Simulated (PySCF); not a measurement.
# C3H6F2 (1,3-difluoropropane): levels of theory compared

We compute a comparison of 6 runs (HF/STO-3G, HF/3-21G, B3LYP/6-31G*, B2PLYP/cc-pVDZ, wB97M-V/cc-pVDZ, SCS-MP2/cc-pVDZ) of C3H6F2 (1,3-difluoropropane). Input form: a Python script.

The results are computed with PySCF 2.14.0.

1 further run of the same task is left out (set aside as unsound or not needed).

## 1. Starting point

C3H6F2 has 11 atoms, charge 0, and is taken as a singlet. As SMILES, `FCCCF`. The coordinates come from a PBE0-D4/def2-TZVP relaxation. This is one conformer, not always the lowest.

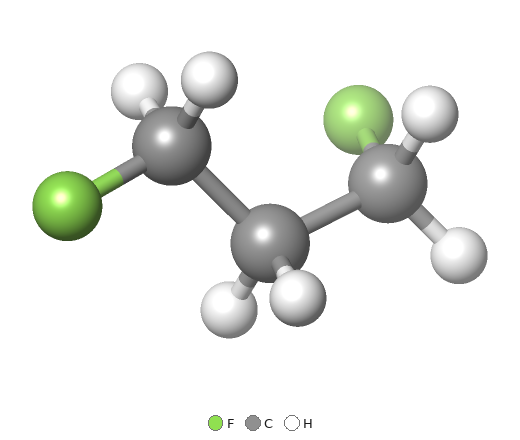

Viewed from a chosen angle; fluorine green, carbon grey, hydrogen white.

## 2. A single-point energy at HF/STO-3G (run 1)

The input, input.py:

```python
from pyscf import gto

system = gto.Mole()
system.atom = '''
F     -1.964400     1.432700    -0.107100
C     -0.715300     1.000700     0.300600
C     -0.375000    -0.298800    -0.387800
C      0.967500    -0.838200     0.034700
F      1.975600     0.040200    -0.331200
H     -0.744500     0.875300     1.388600
H      0.008000     1.781800     0.054100
H     -0.388200    -0.154300    -1.471600
H     -1.138100    -1.046200    -0.147100
H      1.026200    -0.968100     1.120800
H      1.173400    -1.798000    -0.445900
'''
system.basis = 'sto-3g'
system.max_memory = 1860
system.charge = 0
system.spin = 0
system.verbose = 3
system.build()

mf = system.RHF()
mf.conv_tol = 1e-10
mf.kernel()
if not mf.converged:
    mf = mf.newton().run(mf.mo_coeff, mf.mo_occ)

etot = mf.e_tot
print('Final energy', etot)
```

Started as:

```console
OMP_NUM_THREADS=1 python input.py
```

The log of the run:

```text
converged SCF energy = -311.776832488775
Final energy -311.7768324887745
```

It took 1.6 s on 1 thread of Intel Xeon at 2.70GHz, shared host; peak memory 0.12 GiB.

## 3. The energy at HF/3-21G (run 2)

The input, calc.py:

```python
from pyscf import gto

molecule = gto.M(
    atom='''
F     -1.964400     1.432700    -0.107100
C     -0.715300     1.000700     0.300600
C     -0.375000    -0.298800    -0.387800
C      0.967500    -0.838200     0.034700
F      1.975600     0.040200    -0.331200
H     -0.744500     0.875300     1.388600
H      0.008000     1.781800     0.054100
H     -0.388200    -0.154300    -1.471600
H     -1.138100    -1.046200    -0.147100
H      1.026200    -0.968100     1.120800
H      1.173400    -1.798000    -0.445900
''',
    charge=0,
    verbose=3,
    basis='3-21g',
    max_memory=1860,
)

mf = molecule.RHF()
mf.conv_tol = 1e-10
mf.kernel()
if not mf.converged:
    mf = mf.newton().run(mf.mo_coeff, mf.mo_occ)

energy = mf.e_tot
print('E = %.10f Eh' % energy)
```

Started as:

```console
OMP_NUM_THREADS=1 python calc.py
```

The log of the run:

```text
converged SCF energy = -314.242567746266
E = -314.2425677463 Eh
```

Wall time 1.4 s (1 thread of Intel Xeon at 2.70GHz, shared host); peak memory 0.13 GiB.

Runs 3 to 5 aren't shown in full; the table further down has their settings and results.

## 4. The energy at SCS-MP2/cc-pVDZ (run 6)

The input, run.py:

```python
from pyscf import gto, scf, mp

system = gto.Mole()
system.atom = [
    ('F', (-1.964400, 1.432700, -0.107100)),
    ('C', (-0.715300, 1.000700, 0.300600)),
    ('C', (-0.375000, -0.298800, -0.387800)),
    ('C', (0.967500, -0.838200, 0.034700)),
    ('F', (1.975600, 0.040200, -0.331200)),
    ('H', (-0.744500, 0.875300, 1.388600)),
    ('H', (0.008000, 1.781800, 0.054100)),
    ('H', (-0.388200, -0.154300, -1.471600)),
    ('H', (-1.138100, -1.046200, -0.147100)),
    ('H', (1.026200, -0.968100, 1.120800)),
    ('H', (1.173400, -1.798000, -0.445900)),
]
system.spin = 0
system.max_memory = 1860
system.basis = 'cc-pvdz'
system.verbose = 3
system.charge = 0
system.build()

myscf = scf.RHF(system)
myscf.conv_tol = 1e-10
myscf.kernel()
if not myscf.converged:
    myscf = myscf.newton().run(myscf.mo_coeff, myscf.mo_occ)

pt = mp.MP2(myscf, frozen=5).run()
e_tot = myscf.e_tot + 1.2 * pt.e_corr_os + pt.e_corr_ss / 3
print('E(%s) = %.9f' % ('SCS-MP2', e_tot))
```

Started as:

```console
OMP_NUM_THREADS=1 python run.py
```

The log of the run:

```text
converged SCF energy = -315.981282568867
E(RMP2) = -316.772899586532  E_corr = -0.791617017664994
E(SCS-RMP2) = -316.760298995586  E_corr = -0.779016426718871
E(SCS-MP2) = -316.760298996
```

It took 4.5 s on 1 thread of Intel Xeon at 2.70GHz, shared host; peak memory 0.27 GiB.

## 5. The series

| run | level | integration grid | frozen core orbitals | energy (Eh) | dipole moment (D) of the reference | HOMO energy (eV) | LUMO energy (eV) | wall time |
| --- | --- | --- | --- | --- | --- | --- | --- | --- |
| 1 | HF/STO-3G | – | – | -311.776832 | 1.28 | -10.67 | 14.64 | 1.6 s |
| 2 | HF/3-21G | – | – | -314.242568 | 2.32 | -13.14 | 6.87 | 1.4 s |
| 3 | B3LYP/6-31G* (spherical functions) | 5 | – | -317.590972 | 1.76 | -8.65 | 2.31 | 30 s |
| 4 | B2PLYP/cc-pVDZ | 5 | 5 | -317.327678 | 1.98 | -10.73 | 2.83 | 31 s |
| 5 | wB97M-V/cc-pVDZ | 5 | – | -317.494316 | 1.81 | -11.45 | 3.54 | 3 min |
| 6 | SCS-MP2/cc-pVDZ | – | 5 | -316.760299 | 2.20 | -13.33 | 4.78 | 4.5 s |

## 6. Outcome

| quantity | value |
| --- | --- |
| run 6: total energy | -316.76030 Eh |
| run 6: dipole moment (Hartree–Fock density) | 2.20 D |
| run 6: HOMO energy (Hartree–Fock orbitals) | -13.33 eV |
| run 6: LUMO energy (Hartree–Fock orbitals) | 4.78 eV |
| run 6: HOMO–LUMO gap (Hartree–Fock orbitals) | 18.12 eV |
| run 6: correlation energy (5 core orbitals frozen) | -779.0 mEh |

**Reading.** Over runs 1, 2, 3, 4, 5 the dipole moment (its size) runs from 1.28 D (HF/STO-3G) to 2.32 D (HF/3-21G). Over runs 1, 2, 3, 4, 5 the HOMO–LUMO gap runs from 10.97 eV (B3LYP/6-31G*) to 25.30 eV (HF/STO-3G). The two ends differ in method and basis. Totals of different functionals can't be ranked against each other. In run 1 the basis is minimal, so the values are rough. All runs together took 4.2 min, the longest 3 min.
